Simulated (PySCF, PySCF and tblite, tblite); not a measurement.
**C5H5BF2O: a path driven as rotation about a bond, and NMR exchange**

How fast is rotation about a bond in C5H5BF2O (`Cc1cc(B(F)F)co1`), and when do the exchanging lines merge?

Programs: PySCF 2.14.0 with density-fitted response routines of our own, and tblite 0.8.0. All values are computed, except where a source is named. Atoms count from 0 throughout.

### Step 1. The starting structure

14 atoms, charge 0, multiplicity 1; geometry from: force field or distance geometry start.

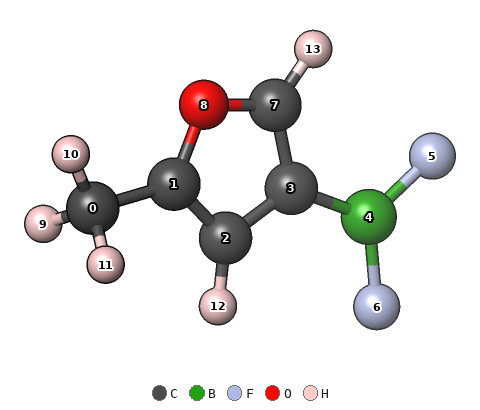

The starting geometry (carbon dark grey, boron green, fluorine light blue, oxygen red, hydrogen pink), atoms numbered.

### Step 2. GFN2-xTB relaxation, start minimum

The job: settings as JSON, then the geometry in Å.

```
{"job": {"xc": "GFN2-xTB", "basis": "xTB", "kind": "relax"}, "charge": 0, "multiplicity": 1}
C      2.466700     0.044600    -0.307900
C      1.024500    -0.109600     0.079900
C     -0.046400     0.398900    -0.586200
C     -1.160200    -0.002400     0.118100
B     -2.656500     0.296900    -0.196200
F     -3.711200    -0.210000     0.645500
F     -2.992800     1.096200    -1.365900
C     -0.677900    -0.746300     1.194900
O      0.632800    -0.798900     1.139900
H      2.652900    -0.542600    -1.222000
H      3.118000    -0.315300     0.505300
H      2.672100     1.115300    -0.500100
H     -0.045800     1.002300    -1.481500
H     -1.276900    -1.229500     1.954000
```

The run is started by

```bash
$ OMP_NUM_THREADS=1 python ens_run.py task.json out
```

This one command runs the whole study; its stages follow in the order run.

Output:

```text
step      E/eV     max force
  0    -764.33728    3.552
  1    -764.78802    2.424
  2    -764.94229    1.930
  3    -764.99614    0.645
  4    -765.02348    0.354
  5    -765.03262    0.197
  6    -765.03594    0.185
  7    -765.04090    0.191
  8    -765.04502    0.229
  9    -765.04844    0.174
 10    -765.05114    0.115
 11    -765.05344    0.151
 12    -765.05490    0.103
 13    -765.05590    0.111
 14    -765.05698    0.136
 15    -765.05844    0.133
 16    -765.05991    0.091
 17    -765.06086    0.080
 18    -765.06135    0.062
 19    -765.06171    0.048
 20    -765.06198    0.046
 21    -765.06212    0.025
 22    -765.06220    0.020
 23    -765.06225    0.023
 24    -765.06232    0.029
 25    -765.06241    0.034
 26    -765.06254    0.037
 27    -765.06274    0.048
 28    -765.06301    0.069
 29    -765.06330    0.064
 30    -765.06348    0.030
 31    -765.06354    0.016
 32    -765.06358    0.016
 33    -765.06361    0.018
 34    -765.06364    0.014
 35    -765.06365    0.010
 36    -765.06366    0.007
 37    -765.06366    0.005
 38    -765.06366    0.005
 39    -765.06367    0.005
 40    -765.06367    0.004
 41    -765.06367    0.004
 42    -765.06367    0.006
 43    -765.06368    0.008
 44    -765.06368    0.008
 45    -765.06369    0.007
 46    -765.06370    0.009
 47    -765.06371    0.009
 48    -765.06372    0.010
 49    -765.06374    0.010
 50    -765.06375    0.010
 51    -765.06376    0.011
 52    -765.06379    0.017
 53    -765.06384    0.026
 54    -765.06393    0.034
 55    -765.06402    0.032
 56    -765.06413    0.028
 57    -765.06425    0.049
 58    -765.06448    0.057
 59    -765.06476    0.057
 60    -765.06527    0.068
 61    -765.06546    0.053
 62    -765.06553    0.136
 63    -765.06614    0.053
 64    -765.06651    0.034
 65    -765.06559    0.227
 66    -765.06700    0.014
 67    -765.06722    0.017
 68    -765.06637    0.191
 69    -765.06747    0.021
 70    -765.06760    0.028
 71    -765.06755    0.131
 72    -765.06791    0.040
 73    -765.06805    0.043
 74    -765.06824    0.151
 75    -765.06880    0.032
 76    -765.06905    0.030
 77    -765.06919    0.120
 78    -765.06957    0.029
 79    -765.06973    0.032
 80    -765.06923    0.178
 81    -765.07014    0.029
 82    -765.07035    0.028
 83    -765.06919    0.230
 84    -765.07073    0.025
 85    -765.07092    0.029
 86    -765.07053    0.165
 87    -765.07128    0.031
 88    -765.07142    0.029
 89    -765.07156    0.082
 90    -765.07173    0.029
 91    -765.07181    0.021
 92    -765.07195    0.022
 93    -765.07199    0.018
 94    -765.07207    0.019
 95    -765.07213    0.016
 96    -765.07217    0.012
 97    -765.07219    0.014
 98    -765.07221    0.012
 99    -765.07222    0.009
100    -765.07224    0.010
101    -765.07225    0.012
102    -765.07226    0.007
103    -765.07227    0.007
104    -765.07228    0.006
105    -765.07229    0.006
106    -765.07229    0.007
107    -765.07230    0.007
108    -765.07231    0.008
109    -765.07232    0.008
110    -765.07233    0.008
111    -765.07234    0.009
112    -765.07235    0.007
113    -765.07236    0.008
114    -765.07238    0.008
115    -765.07239    0.008
116    -765.07240    0.006
117    -765.07241    0.004
118    -765.07241    0.003
119    -765.07242    0.002
```

Wall time 1.1 s (1 thread of Arm Neoverse N1, shared host).

Relaxing gained 0.735 eV and moved the atoms by 0.38 Å on average (rms).

### Step 3. Relaxed scan, rotation

The job: settings as JSON, then the geometry in Å.

```
{"job": {"xc": "GFN2-xTB", "basis": "xTB", "coordinate": [["t", [5, 4, 3, 2], 0.25], ["t", [5, 4, 3, 7], 0.25], ["t", [6, 4, 3, 2], 0.25], ["t", [6, 4, 3, 7], 0.25]], "kind": "drive"}, "charge": 0, "multiplicity": 1}
C      2.482169     0.034894    -0.280949
C      1.026868    -0.083996    -0.006690
C     -0.056179     0.512819    -0.570696
C     -1.213476     0.007517     0.107495
B     -2.687315     0.355657    -0.140080
F     -3.674988    -0.180706     0.558084
F     -3.085799     1.212072    -1.063212
C     -0.705464    -0.867449     1.038668
O      0.623618    -0.926879     0.976481
H      2.895002    -0.932348    -0.564309
H      3.008961     0.376179     0.609094
H      2.645930     0.743382    -1.086696
H     -0.060776     1.225469    -1.368904
H     -1.199229    -1.477084     1.769549
```

Output:

```text
point  coordinate     E/eV
  0    -75.200     -765.05864
  1    -60.400     -765.02109
  2    -45.400     -764.96848
  3    -30.400     -764.91671
  4    -15.200     -764.87593
  5      0.100     -764.85962
  6     15.300     -764.87666
  7     30.500     -764.91581
  8     45.500     -764.96728
  9     60.500     -765.02041
 10     75.300     -765.05620
 11     90.000     -765.06815
```

Run time: 2.1 s. Hardware: 1 thread of Arm Neoverse N1, shared host.

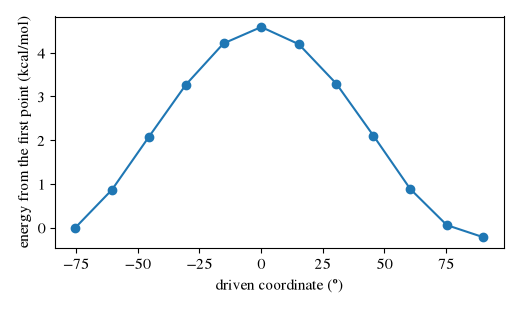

Energy along the scan.

### Step 4. Nudged elastic band, leg 1

The job, as its differences from that of step 3:

```diff
@@ -1,2 +1,2 @@
-{"job": {"xc": "GFN2-xTB", "basis": "xTB", "coordinate": [["t", [5, 4, 3, 2], 0.25], ["t", [5, 4, 3, 7], 0.25], ["t", [6, 4, 3, 2], 0.25], ["t", [6, 4, 3, 7], 0.25]], "kind": "drive"}, "charge": 0, "multiplicity": 1}
+{"job": {"xc": "GFN2-xTB", "basis": "xTB", "kind": "neb"}, "charge": 0, "multiplicity": 1}
 C      2.482169     0.034894    -0.280949
```

Output:

```text
image   E - E0 / eV
  0       0.0000
  1       0.0727
  2       0.1819
  3       0.2006
  4       0.1036
  5       0.0137
  6       0.0000
```

It took 1.7 s on 1 thread of Arm Neoverse N1, shared host; peak memory 0.19 GiB.

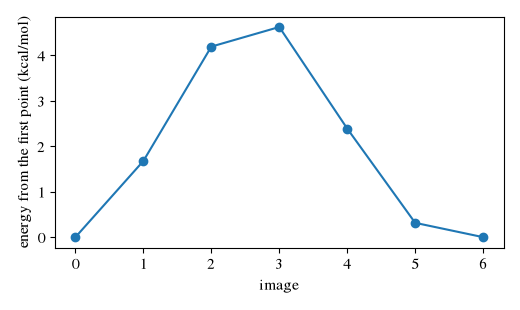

Energy along the band.

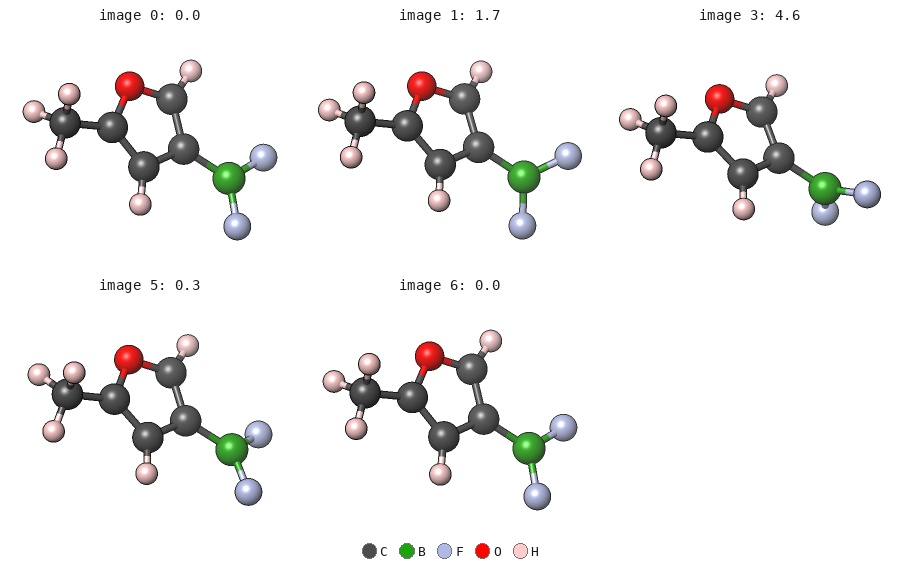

Images along the band, with energies in kcal/mol.

### Step 5. Saddle search, leg 1

The job: settings as JSON, then the geometry in Å.

```
{"job": {"xc": "GFN2-xTB", "basis": "xTB", "kind": "saddle"}, "charge": 0, "multiplicity": 1}
C      2.483932     0.086801    -0.235857
C      1.029434    -0.078626     0.019409
C     -0.050413     0.649987    -0.376720
C     -1.212296    -0.014115     0.130162
B     -2.693998     0.391005    -0.107416
F     -3.290219     1.393991     0.503711
F     -3.471682    -0.233081    -0.970538
C     -0.716543    -1.098193     0.800513
O      0.620711    -1.137987     0.747966
H      2.914473    -0.869967    -0.524775
H      2.999882     0.431719     0.659579
H      2.638316     0.808525    -1.031910
H     -0.043181     1.542486    -0.968170
H     -1.208417    -1.872545     1.354047
```

Output:

```text
step      E/eV     max force
  0    -764.87180   0.0582
  1    -764.86549   0.1322
  2    -764.87035   0.0472
  3    -764.86700   0.0765
  4    -764.86363   0.1235
  5    -764.86298   0.0232
  6    -764.86255   0.0867
  7    -764.86271   0.0242
  8    -764.86279   0.0235
  9    -764.86286   0.0362
 10    -764.86293   0.0033
lowest wavenumbers (cm-1): -65.8 62.9 95.2 113.4 227.6 312.9
```

Wall time 3.6 s (1 thread of Arm Neoverse N1, shared host); peak memory 0.19 GiB.

Point group Cs; 1 imaginary mode, 66i cm⁻¹, carried by F6, F5, C7, O8. Steps downhill from it reached both ends.

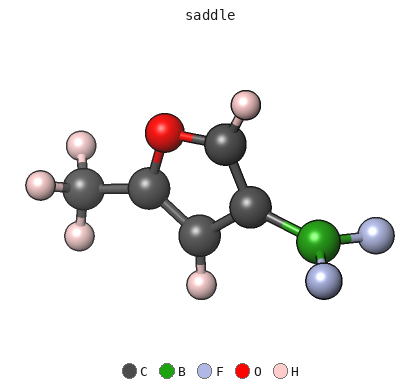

The saddle point.

### Step 6. Shieldings, start: PBE0/pcSseg-1

The job: settings as JSON, then the geometry in Å.

```
{"job": {"kind": "nmr", "xc": "PBE0", "basis": "pcSseg-1", "pop": false}, "charge": 0, "multiplicity": 1}
C      2.482169     0.034894    -0.280949
C      1.026868    -0.083996    -0.006690
C     -0.056179     0.512819    -0.570696
C     -1.213476     0.007517     0.107495
B     -2.687315     0.355657    -0.140080
F     -3.674988    -0.180706     0.558084
F     -3.085799     1.212072    -1.063212
C     -0.705464    -0.867449     1.038668
O      0.623618    -0.926879     0.976481
H      2.895002    -0.932348    -0.564309
H      3.008961     0.376179     0.609094
H      2.645930     0.743382    -1.086696
H     -0.060776     1.225469    -1.368904
H     -1.199229    -1.477084     1.769549
```

Output:

```text
coarse grid: 12880 points
cycle   1  E = -492.6799447208  dE =  1.578e+00  |g| = 7.294e-01  |ddm| = 3.554e+00
cycle   2  E = -492.6237402427  dE =  5.620e-02  |g| = 9.729e-01  |ddm| = 9.642e-01
cycle   3  E = -492.7736250532  dE = -1.499e-01  |g| = 7.184e-02  |ddm| = 5.314e-01
cycle   4  E = -492.7745443685  dE = -9.193e-04  |g| = 3.435e-02  |ddm| = 7.848e-02
cycle   5  E = -492.7747843289  dE = -2.400e-04  |g| = 1.100e-02  |ddm| = 3.028e-02
cycle   6  E = -492.7748058057  dE = -2.148e-05  |g| = 4.632e-03  |ddm| = 1.197e-02
cycle   7  E = -492.7748105965  dE = -4.791e-06  |g| = 1.005e-03  |ddm| = 4.121e-03
final grid: 128528 points
cycle   8  E = -492.8455744419  dE = -5.406e-05  |g| = 1.033e-02  |ddm| = 3.131e-02
cycle   9  E = -492.8455518118  dE =  2.263e-05  |g| = 1.539e-02  |ddm| = 1.492e-02
cycle  10  E = -492.8455937053  dE = -4.189e-05  |g| = 2.003e-03  |ddm| = 9.261e-03
cycle  11  E = -492.8455945525  dE = -8.472e-07  |g| = 3.909e-04  |ddm| = 1.814e-03
cycle  12  E = -492.8455945827  dE = -3.025e-08  |g| = 1.824e-04  |ddm| = 4.802e-04
cycle  13  E = -492.8455945910  dE = -8.233e-09  |g| = 2.356e-05  |ddm| = 1.680e-04
cycle  14  E = -492.8455945911  dE = -1.165e-10  |g| = 7.049e-06  |ddm| = 2.624e-05
converged SCF energy = -492.8455945911

GIAO shielding tensors (ppm)
atom      isotropic    diamagn.    paramagn.     s11        s22        s33       span
  0 C      170.890     245.291     -74.401    159.811    163.293    189.568     29.757
  1 C       28.223     260.703    -232.480    -50.293     40.586     94.378    144.671
  2 C       68.318     254.199    -185.881    -17.793     69.969    152.779    170.572
  3 C       70.423     258.245    -187.822     -3.948     52.889    162.329    166.278
  4 B       76.623     194.694    -118.071     63.455     79.702     86.710     23.255
  5 F      261.541     466.744    -205.203    104.389    310.265    369.968    265.579
  6 F      257.710     468.271    -210.562    105.866    299.396    367.867    262.002
  7 C       26.484     252.838    -226.353    -63.616     37.960    105.110    168.726
  8 O       11.281     399.935    -388.655   -131.123    -71.685    236.650    367.773
  9 H       29.192      27.343       1.848     24.881     27.053     35.642     10.761
 10 H       29.193      27.348       1.845     24.876     27.066     35.638     10.763
 11 H       29.358      28.574       0.783     24.428     28.771     34.874     10.446
 12 H       25.108      34.342      -9.234     22.279     24.927     28.118      5.839
 13 H       23.729      31.153      -7.424     20.600     24.279     26.308      5.708
```

Run time: 38 s. Hardware: 1 thread of Arm Neoverse N1, shared host; peak memory 0.8 GiB.

In short: HOMO -6.87 eV, LUMO -0.85 eV; dipole 2.72 D.

### Step 7. Shieldings, saddle of leg 1: PBE0/pcSseg-1

The job: settings as JSON, then the geometry in Å.

```
{"job": {"kind": "nmr", "xc": "PBE0", "basis": "pcSseg-1", "pop": false}, "charge": 0, "multiplicity": 1}
C      2.484122     0.090283    -0.233087
C      1.028646    -0.094870     0.003400
C     -0.055124     0.592832    -0.451741
C     -1.213846    -0.034618     0.106650
B     -2.694955     0.386423    -0.118117
F     -3.320898     1.261874     0.642880
F     -3.439190    -0.084558    -1.098771
C     -0.713523    -1.059786     0.859543
O      0.624670    -1.102662     0.803459
H      2.918950    -0.818672    -0.646155
H      2.995455     0.311430     0.703004
H      2.641143     0.910006    -0.926985
H     -0.050880     1.441903    -1.103569
H     -1.204573    -1.799583     1.459488
```

Output:

```text
coarse grid: 12880 points
cycle   1  E = -492.6664063916  dE =  1.588e+00  |g| = 7.326e-01  |ddm| = 3.540e+00
cycle   2  E = -492.6098399502  dE =  5.657e-02  |g| = 9.840e-01  |ddm| = 9.554e-01
cycle   3  E = -492.7612937367  dE = -1.515e-01  |g| = 7.564e-02  |ddm| = 4.986e-01
cycle   4  E = -492.7621808768  dE = -8.871e-04  |g| = 4.060e-02  |ddm| = 7.867e-02
cycle   5  E = -492.7624891157  dE = -3.082e-04  |g| = 1.580e-02  |ddm| = 3.983e-02
cycle   6  E = -492.7625435259  dE = -5.441e-05  |g| = 3.653e-03  |ddm| = 1.627e-02
cycle   7  E = -492.7625465060  dE = -2.980e-06  |g| = 7.021e-04  |ddm| = 3.244e-03
final grid: 128528 points
cycle   8  E = -492.8334621575  dE = -5.621e-05  |g| = 1.051e-02  |ddm| = 3.266e-02
cycle   9  E = -492.8334350819  dE =  2.708e-05  |g| = 1.618e-02  |ddm| = 1.599e-02
cycle  10  E = -492.8334820031  dE = -4.692e-05  |g| = 2.212e-03  |ddm| = 1.051e-02
cycle  11  E = -492.8334830892  dE = -1.086e-06  |g| = 3.711e-04  |ddm| = 2.060e-03
cycle  12  E = -492.8334831152  dE = -2.604e-08  |g| = 1.728e-04  |ddm| = 4.291e-04
cycle  13  E = -492.8334831225  dE = -7.267e-09  |g| = 1.962e-05  |ddm| = 1.520e-04
cycle  14  E = -492.8334831226  dE = -8.333e-11  |g| = 3.858e-06  |ddm| = 1.980e-05
converged SCF energy = -492.8334831226

GIAO shielding tensors (ppm)
atom      isotropic    diamagn.    paramagn.     s11        s22        s33       span
  0 C      170.967     245.503     -74.536    159.377    163.785    189.739     30.362
  1 C       29.151     260.506    -231.355    -47.910     37.065     98.297    146.208
  2 C       71.767     254.946    -183.179    -11.566     75.736    151.131    162.697
  3 C       70.191     263.954    -193.763    -10.191     56.644    164.121    174.312
  4 B       73.203     192.897    -119.694     52.116     82.501     84.992     32.876
  5 F      227.608     466.196    -238.587     44.460    271.366    366.999    322.539
  6 F      227.585     466.184    -238.599     44.421    271.382    366.952    322.531
  7 C       38.702     252.017    -213.316    -40.928     51.603    105.430    146.357
  8 O       22.850     400.071    -377.221   -111.321    -57.882    237.753    349.074
  9 H       29.194      27.446       1.748     24.777     27.141     35.665     10.888
 10 H       29.191      27.440       1.751     24.890     26.947     35.737     10.846
 11 H       29.390      28.750       0.640     24.478     28.814     34.878     10.400
 12 H       25.463      34.561      -9.098     22.737     25.644     28.007      5.270
 13 H       24.294      31.207      -6.913     21.073     25.221     26.588      5.515
```

It took 37 s on 1 thread of Arm Neoverse N1, shared host; peak memory 0.82 GiB.

In short: HOMO -6.71 eV, LUMO -0.05 eV; dipole 2.18 D.

### Step 8. Kinetics and line shapes

The job: settings as JSON, then the geometry in Å.

```
{"job": {"smiles": "Cc1cc(B(F)F)co1", "charge": 0, "mult": 1, "motion": "rotation", "what": "aryl or vinyl borane", "atoms": [4, 3], "drives": [{"terms": [["t", [5, 4, 3, 2], 0.25], ["t", [5, 4, 3, 7], 0.25], ["t", [6, 4, 3, 2], 0.25], ["t", [6, 4, 3, 7], 0.25]], "by": 180, "n": 12}], "study": "path", "level": {"kind": "nmr", "xc": "PBE0", "basis": "pcSseg-1"}, "fields": [200, 400, 900], "first": 2, "seed": 275, "kind": "path"}, "charge": 0, "multiplicity": 1}
C      2.482169     0.034894    -0.280949
C      1.026868    -0.083996    -0.006690
C     -0.056179     0.512819    -0.570696
C     -1.213476     0.007517     0.107495
B     -2.687315     0.355657    -0.140080
F     -3.674988    -0.180706     0.558084
F     -3.085799     1.212072    -1.063212
C     -0.705464    -0.867449     1.038668
O      0.623618    -0.926879     0.976481
H      2.895002    -0.932348    -0.564309
H      3.008961     0.376179     0.609094
H      2.645930     0.743382    -1.086696
H     -0.060776     1.225469    -1.368904
H     -1.199229    -1.477084     1.769549
```

Output:

```text
stationary points (kcal/mol above the start)
  n  kind          group   xTB      DFT    lowest mode
  0  minimum      Cs       0.00     0.00      60.1
  1  saddle       Cs       4.83     7.64     -65.8
  2  minimum      Cs       0.00     0.00      58.9

GFN2-xTB energies: T/K, barrier G, reaction G (kcal/mol), k forward, k back (1/s)
 150.00     4.88    -0.01    4.9e+05   4.79e+05
 200.00     4.97    -0.01   3.09e+07   3.03e+07
 250.00     5.08    -0.01   3.79e+08   3.73e+08
 298.15     5.19    -0.01   1.94e+09   1.91e+09
 350.00     5.33    -0.01    6.9e+09   6.81e+09
 400.00     5.46    -0.01   1.73e+10   1.71e+10
 500.00     5.76    -0.01   6.34e+10   6.27e+10

PBE0/pcSseg-1 + D3(BJ) energies: T/K, barrier G, reaction G (kcal/mol), k forward, k back (1/s)
 150.00     7.68    -0.01       39.8       38.9
 200.00     7.78    -0.01   2.64e+04   2.59e+04
 250.00     7.88    -0.01   1.33e+06   1.31e+06
 298.15     8.00    -0.01    1.7e+07   1.68e+07
 350.00     8.13    -0.01   1.22e+08    1.2e+08
 400.00     8.27    -0.01   5.06e+08   4.99e+08
 500.00     8.57    -0.01   3.76e+09   3.72e+09
```

It took 88 s on 1 thread of Arm Neoverse N1, shared host; peak memory 0.82 GiB. This counts the whole study up to here.

Barriers by level (kcal/mol; entropies in cal/(mol K)). Zero-point and thermal terms come from xTB in every row. ΔG‡ leaves symmetry out; the rate counts equivalent paths (a factor of 2); effective ΔG‡, where given, is the barrier that would give that rate by Eyring's equation alone:

```
                 level   ΔE‡  with zero-point   ΔH‡   ΔS‡  ΔG‡ (298 K)  ΔE of reaction  k at 298 K (1/s)  effective ΔG‡
              GFN2-xTB  4.83             4.71  4.23  -3.2         5.19            0.00           1.9e+09           4.78
PBE0/pcSseg-1 + D3(BJ)  7.64             7.52  7.03  -3.2         8.00            0.00           1.7e+07           7.59
```

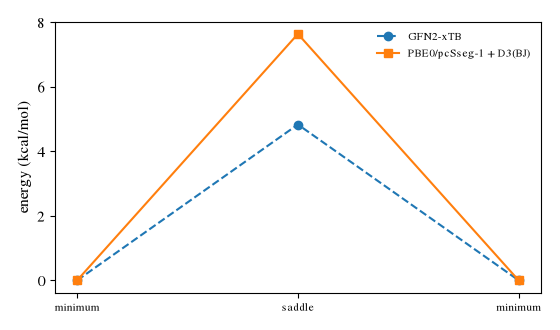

The xTB stationary points, at both levels.

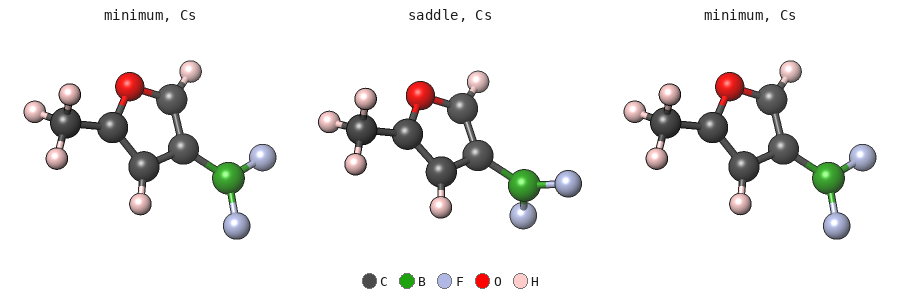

The stationary points in order.

Sites that the driver pairs across this motion, and where their lines would merge (no couplings; faster rotations or exchange between molecules can average them sooner):

```
nucleus  sites: shielding (ppm)  proton frequency (MHz)  spread (Hz)  coalescence (K)  lines at 298 K
    ¹⁹F    F5: 261.5; F6: 257.7                     200          721              175               1
    ¹⁹F    F5: 261.5; F6: 257.7                     400         1442              180               1
    ¹⁹F    F5: 261.5; F6: 257.7                     900         3245              188               1
```

### Step 9. Results

| quantity | value |
| --- | --- |
| barrier (PBE0/pcSseg-1 + D3(BJ)) | ΔE‡ 7.6, ΔG‡(298 K) 8.0 kcal/mol |
| barrier (GFN2-xTB) | ΔE‡ 4.8 kcal/mol |
| rate at 298 K | 1.7e+07 s⁻¹ |
| end of the path | the start, renumbered or mirrored |
| coalescence of ¹⁹F F5 | 188 K at 900 MHz |

The barrier is 7.6 kcal/mol at the DFT level (xTB: 4.8); with thermal terms and the count of paths the DFT value gives a rate of 1.7e+07 s⁻¹ at 298 K. An error of 1.4 kcal/mol changes that rate tenfold. The ¹⁹F lines of F5 and its partners, 3245 Hz apart at 900 MHz, merge at 188 K, so by this path alone the exchange at 298 K is fast for them; other paths were not followed.
